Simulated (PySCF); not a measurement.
# One shape, several levels: C3H9MgN (SMILES C[CH](C)[Mg][NH2])

Aim: a comparison of 6 runs (HF/STO-3G, HF/def2-SVP, B3LYP/6-31G*, r2SCAN/6-31+G*, PBE0/def2-SVP) of C3H9MgN. Input form: a Python script.

Program for the calculation: PySCF 2.14.0.

### 1 Starting point

The species is C3H9MgN (14 atoms), meant as a singlet with charge 0. As SMILES, `C[CH](C)[Mg][NH2]`. The shape is that of a PBE0-D4/def2-TZVP optimisation.

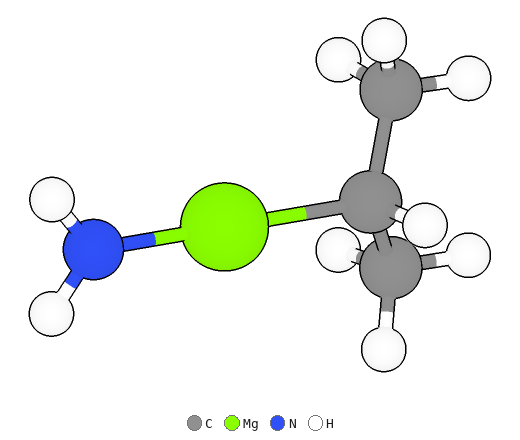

The structure, seen from a chosen angle (carbon grey, magnesium green, nitrogen blue, hydrogen white).

### 2 Energy and forces at HF/STO-3G (run 1)

input.py reads:

```python
# C[CH](C)[Mg][NH2]
from pyscf import gto

molecule = gto.M(
    atom='''
C     -0.983980     1.008547     3.087624
C      0.902533     0.580524     0.944863
C      2.504832    -1.760847     1.476821
Mg    -0.826944     0.500777    -2.650530
N     -2.385590     0.428779    -5.870056
H     -0.034204     1.106624     4.935398
H     -2.055833     2.764669     2.869927
H     -2.362347    -0.531013     3.225574
H      2.183390     2.215893     0.907635
H      3.999794    -2.041660     0.074833
H      3.433254    -1.646707     3.334611
H      1.365327    -3.489946     1.503844
H     -1.744406    -0.472054    -7.424734
H     -4.020014     1.281234    -6.361385
''',
    verbose=4,
    charge=0,
    spin=0,
    max_memory=1860,
    basis='sto-3g',
    unit='bohr',
)

mf = molecule.RHF()
mf.conv_tol = 1e-10
mf.kernel()
if not mf.converged:
    mf = mf.newton().run(mf.mo_coeff, mf.mo_occ)

etot = mf.e_tot
print(f'total energy: {etot:.8f} hartree')
grad = mf.nuc_grad_method().kernel()
dip = mf.dip_moment()
pop, q = mf.mulliken_pop()
```

Started as:

```
$ OMP_NUM_THREADS=1 python input.py
```

Log:

```text
PySCF version 2.14.0

[... 66 lines left out ...]
converged SCF energy = -368.332178002165
total energy: -368.33217800 hartree
[... 11 lines left out ...]
Dipole moment(X, Y, Z, Debye): -0.15088,  0.22566, -0.73690
[... 53 lines left out ...]
charge of   13H =      0.08046
```

Run time: 3.9 s. Hardware: 1 thread of Intel Xeon at 2.70GHz, shared host; peak memory 0.12 GiB.

### 3 Energy and forces at HF/def2-SVP (run 2)

input.py reads:

```python
from pyscf import gto

system = gto.Mole()
system.atom = '''
C       -0.520700       0.533700       1.633900
C        0.477600       0.307200       0.500000
C        1.325500      -0.931800       0.781500
Mg      -0.437600       0.265000      -1.402600
N       -1.262400       0.226900      -3.106300
H       -0.018100       0.585600       2.611700
H       -1.087900       1.463000       1.518700
H       -1.250100      -0.281000       1.706900
H        1.155400       1.172600       0.480300
H        2.116600      -1.080400       0.039600
H        1.816800      -0.871400       1.764600
H        0.722500      -1.846800       0.795800
H       -0.923100      -0.249800      -3.929000
H       -2.127300       0.678000      -3.366300
'''
system.max_memory = 1860
system.verbose = 3
system.basis = 'def2-svp'
system.build()

myscf = system.RHF()
myscf.conv_tol = 1e-10
myscf.kernel()
if not myscf.converged:
    myscf = myscf.newton().run(myscf.mo_coeff, myscf.mo_occ)

etot = myscf.e_tot
print('E = %.10f Eh' % etot)
grad = myscf.nuc_grad_method().kernel()
myscf.analyze()
```

Started as:

```
$ OMP_NUM_THREADS=1 python input.py
```

Log:

```text
converged SCF energy = -372.696424685259
[... 28 lines left out ...]
MO #19  energy= -0.48598299285288  occ= 2
[... 19 lines left out ...]
MO #39  energy= 0.349618118821556  occ= 0
[... 19 lines left out ...]
MO #59  energy= 0.950005363809012  occ= 0
[... 19 lines left out ...]
MO #79  energy= 1.8316901277879    occ= 0
[... 19 lines left out ...]
MO #99  energy= 2.52308150971961   occ= 0
[... 19 lines left out ...]
MO #119 energy= 3.82804470429756   occ= 0
[... 15 lines left out ...]
Dipole moment(X, Y, Z, Debye): -0.16869,  0.16509, -0.66250
```

It took 26 s on 1 thread of Intel Xeon at 2.70GHz, shared host; peak memory 0.31 GiB.

Run 3 isn't shown in full; the table further down has it.

### 4 Energy and forces at B3LYP/6-31G(d) (Cartesian functions) (run 4)

run.py reads:

```python
import pyscf.grad
from pyscf import gto, dft

mol = gto.Mole()
mol.atom = '''
C     -0.983980     1.008547     3.087624
C      0.902533     0.580524     0.944863
C      2.504832    -1.760847     1.476821
Mg    -0.826944     0.500777    -2.650530
N     -2.385590     0.428779    -5.870056
H     -0.034204     1.106624     4.935398
H     -2.055833     2.764669     2.869927
H     -2.362347    -0.531013     3.225574
H      2.183390     2.215893     0.907635
H      3.999794    -2.041660     0.074833
H      3.433254    -1.646707     3.334611
H      1.365327    -3.489946     1.503844
H     -1.744406    -0.472054    -7.424734
H     -4.020014     1.281234    -6.361385
'''
mol.basis = '6-31g*'
mol.unit = 'bohr'
mol.verbose = 4
mol.cart = True
mol.max_memory = 1860
mol.build()

mf = dft.RKS(mol)
mf.xc = 'b3lyp'
mf.grids.level = 5
mf.conv_tol = 1e-10
mf.kernel()
if not mf.converged:
    mf = mf.newton().run(mf.mo_coeff, mf.mo_occ)

e_tot = mf.e_tot
print('E = %.10f Eh' % e_tot)
grad = mf.Gradients().kernel()
dip = mf.dip_moment()
pop, q = mf.mulliken_pop()
```

Started as:

```
$ OMP_NUM_THREADS=1 python run.py
```

Log:

```text
PySCF version 2.14.0

[... 85 lines left out ...]
converged SCF energy = -374.57061066425
[... 13 lines left out ...]
Dipole moment(X, Y, Z, Debye): -0.15379,  0.12228, -0.55208
[... 112 lines left out ...]
charge of   13H =      0.29742
```

Run time: 62 s. Hardware: 1 thread of Intel Xeon at 2.70GHz, shared host; peak memory 1 GiB.

Run 5 isn't shown in full; the table further down has it.

### 5 Energy and forces at PBE0/def2-SVP (run 6)

run.py reads:

```python
import pyscf.grad
from pyscf import gto, dft

mol = gto.M(
    atom='''
C       -0.520700       0.533700       1.633900
C        0.477600       0.307200       0.500000
C        1.325500      -0.931800       0.781500
Mg      -0.437600       0.265000      -1.402600
N       -1.262400       0.226900      -3.106300
H       -0.018100       0.585600       2.611700
H       -1.087900       1.463000       1.518700
H       -1.250100      -0.281000       1.706900
H        1.155400       1.172600       0.480300
H        2.116600      -1.080400       0.039600
H        1.816800      -0.871400       1.764600
H        0.722500      -1.846800       0.795800
H       -0.923100      -0.249800      -3.929000
H       -2.127300       0.678000      -3.366300
''',
    verbose=4,
    basis='def2-svp',
    max_memory=1860,
)

mf = dft.RKS(mol, xc='pbe0')
mf.grids.level = 5
mf.conv_tol = 1e-10
mf.kernel()
if not mf.converged:
    mf = mf.newton().run(mf.mo_coeff, mf.mo_occ)

e_final = mf.e_tot
print('E(%s) = %.9f' % ('PBE0', e_final))
grad = mf.Gradients().kernel()
dip = mf.dip_moment()
pop, q = mf.mulliken_pop()
```

Started as:

```
$ OMP_NUM_THREADS=1 python run.py
```

Log:

```text
PySCF version 2.14.0

[... 83 lines left out ...]
converged SCF energy = -374.048337580593
[... 13 lines left out ...]
Dipole moment(X, Y, Z, Debye): -0.15715,  0.13050, -0.57426
[... 134 lines left out ...]
charge of   13H =      0.11678
```

Wall time 1.7 min (1 thread of Intel Xeon at 2.70GHz, shared host); peak memory 1.3 GiB.

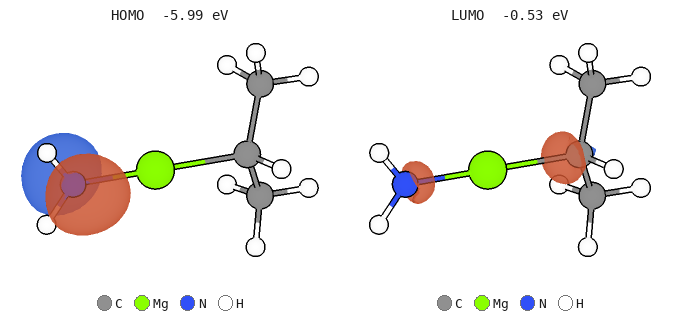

Frontier orbitals of this run, surfaces at ±0.2 Å^-3/2.

### 6 Overview of the runs

| run | level | integration grid | Cartesian functions | energy (Eh) | dipole moment (D) | HOMO energy (eV) | LUMO energy (eV) | wall time |
| --- | --- | --- | --- | --- | --- | --- | --- | --- |
| 1 | HF/STO-3G | – | no | -368.332178 | 0.79 | -6.05 | 10.55 | 3.9 s |
| 2 | HF/def2-SVP | – | no | -372.696425 | 0.70 | -8.83 | 1.45 | 26 s |
| 3 | B3LYP/6-31G* (spherical functions) | 5 | no | -374.566209 | 0.59 | -5.53 | -0.61 | 64 s |
| 4 | B3LYP/6-31G* (Cartesian functions) | 5 | yes | -374.570611 | 0.59 | -5.53 | -0.62 | 62 s |
| 5 | r2SCAN/6-31+G* (spherical functions) | 5 | no | -374.405956 | 0.41 | -5.03 | -0.98 | 2.1 min |
| 6 | PBE0/def2-SVP | 5 | no | -374.048338 | 0.61 | -5.99 | -0.53 | 1.7 min |

### 7 Outcome

```
                       quantity          value
            run 6: total energy  -374.04834 Eh
           run 6: dipole moment         0.61 D
             run 6: HOMO energy       -5.99 eV
             run 6: LUMO energy       -0.53 eV
           run 6: HOMO–LUMO gap        5.46 eV
run 6: largest force on an atom     0.318 eV/Å
```

In words: The dipole moment (its size) runs from 0.41 D (r2SCAN/6-31+G*) to 0.79 D (HF/STO-3G). The two ends differ in method and basis. The HOMO–LUMO gap runs from 4.05 eV (r2SCAN/6-31+G*) to 16.60 eV (HF/STO-3G). Totals of different functionals can't be ranked against each other. In run 1 the basis is minimal, so the values are rough. All runs together took 6.4 min, the longest 2.1 min.
